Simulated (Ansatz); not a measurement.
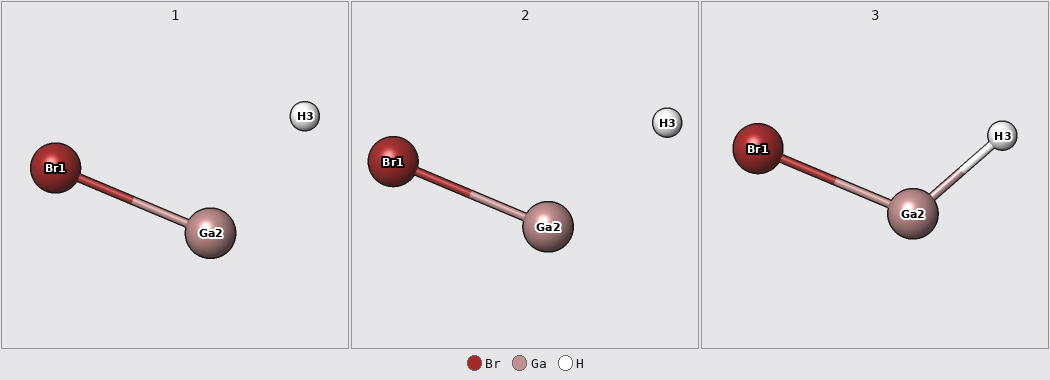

BrGaH, SMILES [GaH][Br], spin multiplicity 2. The first coordinate is: bond length Ga2–H3; the second: angle H3–Ga2–Br1. Nothing is relaxed (all other coordinates rigid). The grid has 11 × 11 points. Points are written as (first, second). Energies are in kJ/mol, from the lowest grid point. Theory: Ansatz, UKS r2SCAN0-D4/def2-TZVP.

The numbered pictures are structures from this grid.

**Rank them by energy, lowest first.**

3, at (1.630 Å, 115.8°): 0 kJ/mol; 1, at (2.063 Å, 105.8°): 61 kJ/mol; 2, at (2.171 Å, 115.8°): 74 kJ/mol.

The map, with the structures marked:

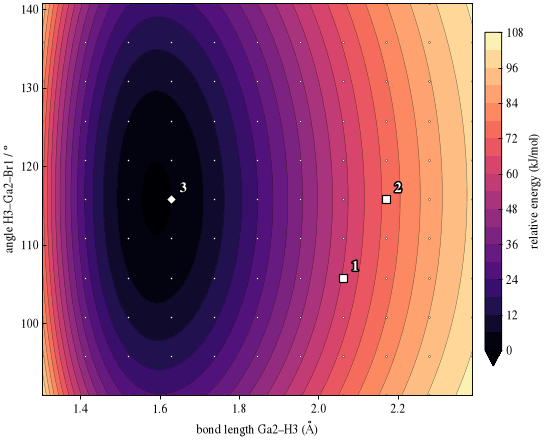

The picture shows filled contours, dots at the grid points. Between grid points the surface is interpolated.
